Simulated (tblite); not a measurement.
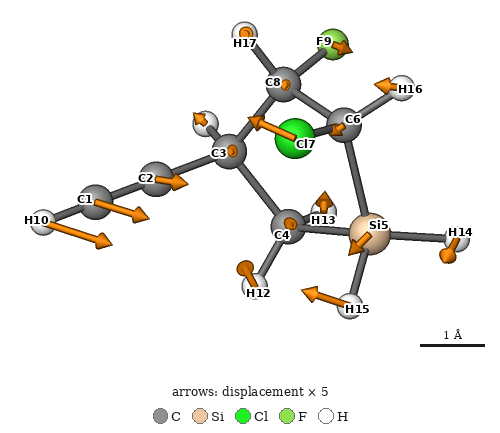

A relaxation of C$_{6}$H$_{8}$ClFSi. The starting structure is drawn; orange arrows show the displacements, magnified 5 times. The two geometries are superimposed by the best rigid fit.

The picture is a ball-and-stick view, seen at a tilt.

These are results of GFN2-xTB geometry optimisation, gas phase in tblite 0.8.0, not measurements. 

> What did the optimiser do to the structure, and how much energy did it gain?

The energy falls by 0.168 eV in 85 geometry steps. The atom that moves furthest after the best rigid fit is an H atom (0.26 Å). By element the largest moves are H 0.26 Å, C 0.20 Å, Cl 0.18 Å, Si 0.10 Å, F 0.07 Å. Among the contacts that change: C–Si 1.897 → 1.925 Å, C–Si 1.931 → 1.904 Å, C–C 1.217 → 1.196 Å, H–Si 1.482 → 1.462 Å. Bond angles that change, for instance: C–Si–H 115.1° → 109.7°, Si–C–H 110.8° → 115.6°, C–C–H 106.9° → 110.8°.
